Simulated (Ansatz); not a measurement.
Al4CoNi3

```yaml
crystal:
  lattice:
    - [2.78472, 0.00000, 0.00000]
    - [0.00000, 2.78472, 0.00000]
    - [0.00000, 0.00000, 11.26175]
  atoms:
    - { symbol: Al, position: [0.00000, 0.00000, 0.62309] }
    - { symbol: Al, position: [0.00000, 0.00000, 0.87446] }
    - { symbol: Al, position: [0.00000, 0.00000, 0.12554] }
    - { symbol: Al, position: [0.00000, 0.00000, 0.37691] }
    - { symbol: Ni, position: [0.50000, 0.50000, 0.74802] }
    - { symbol: Ni, position: [0.50000, 0.50000, 0.00000] }
    - { symbol: Ni, position: [0.50000, 0.50000, 0.25198] }
    - { symbol: Co, position: [0.50000, 0.50000, 0.50000] }
```

Space group P4/mmm; a structure generated by program, which may or may not match a known phase; changed on purpose from its base cell (volume × 0.91, shape and atoms relaxed); computed pressure about 19 GPa in this cell; the program warned that a starting moment wasn't kept; spin-polarised, but the moments vanished.

All numbers below come from DFT PBE, scalar-relativistic, plane waves, PAW (Ansatz 0.2.0).

### What will maps of the valence pseudo-density and electron localisation function show?

Al–Co (2.41 Å): ρ at the midpoint is about 0.35 e/Å³; the ELF is about 0.40 at the midpoint.
Al–Ni (2.42 Å): the density is about 0.33 e/Å³ at the midpoint; the ELF is about 0.40 at the midpoint.

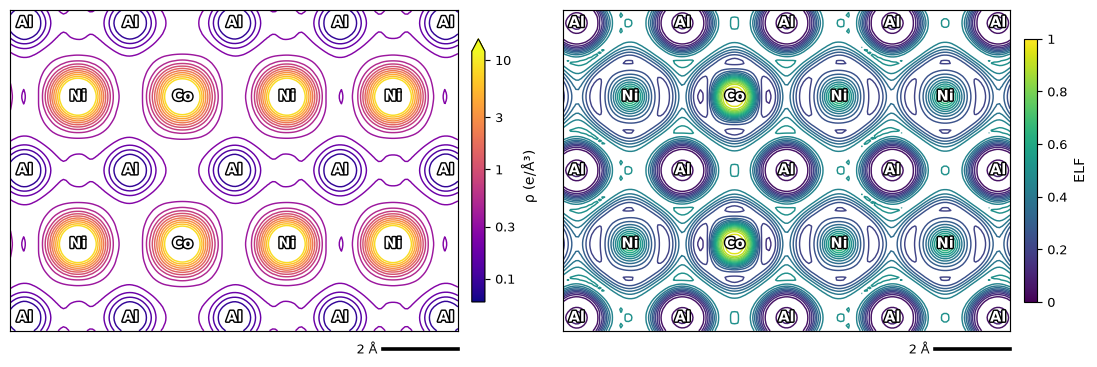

Computed valence pseudo-density and electron localisation function on the (110) plane of the conventional cell, in this order. 

In a PAW calculation such maps are meaningful between the atoms, not at the nuclei.
